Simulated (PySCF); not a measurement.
## Electronic structure of AsF (triplet) in real space

```xyz
2

As    0.0000    0.0000   -0.3530
F     0.0000    0.0000    1.3920
```

Computed with PBE0/def2-TZVPP, non-relativistic Hamiltonian with scalar-relativistic core potentials where named, at a bond length of 1.745 Å in PySCF 2.14.0.

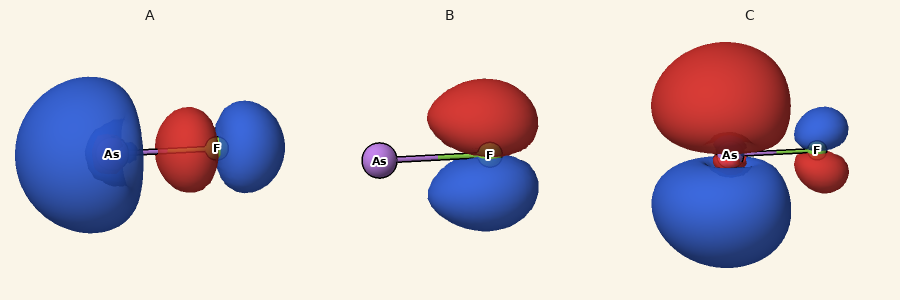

Figure 1. Three frontier β-spin orbitals, each drawn at the value that holds 80 % of its norm (blue and red are the two phases), in no order; of a degenerate pair one member is drawn.

**Name the orbitals and rank them from lowest to highest energy.**

Orbital B: π, occupied in this spin, −11.92 eV; mainly on F (90 %).
Orbital A: σ, occupied in this spin, −11.29 eV; shared between the atoms (As 60 %, F 40 %).
Orbital C: π, empty in this spin, −2.72 eV; mainly on As (95 %).

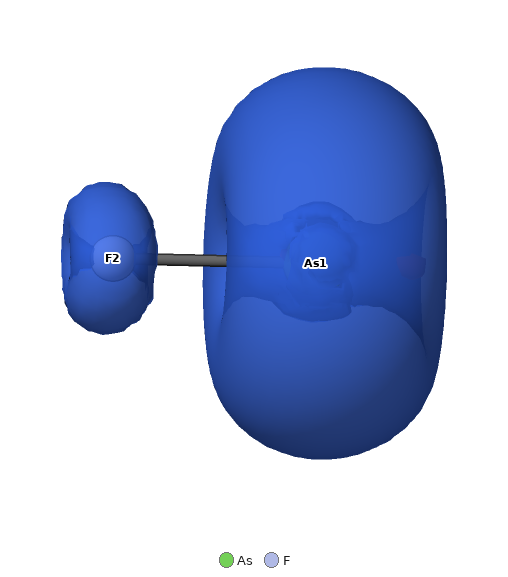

Figure 2. Isosurfaces of the spin density at +0.04 (blue) and −0.04 e/Å³ (red), seen from one side.

**Where is the unpaired spin?**

The unpaired spin (2 electrons) lies mostly on As1 (about 1.9) and F2 (about 0.1), in electrons by Hirshfeld's partition.

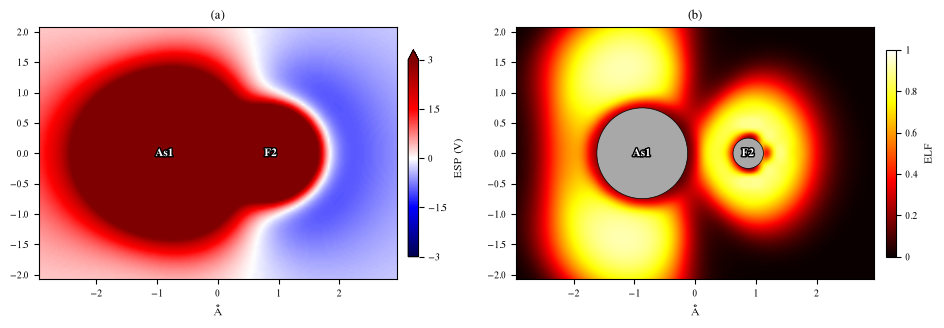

Figure 3. (a) molecular electrostatic potential; (b) ELF on a plane that holds the molecular axis. Grey discs cover the atomic cores in the ELF map.

**What does the map show?**

Atoms in the plane: As and F. As–F (1.74 Å): the ELF peaks at about 0.80 in the valence shell of F, 0.5 Å from its nucleus, and is about 0.30 at the midpoint. The ELF also peaks beside As1 and F2, away from the bonds: non-bonding electrons, paired or unpaired. Outside the dense part of the molecule the potential is most negative (−1.0 V) near F2.
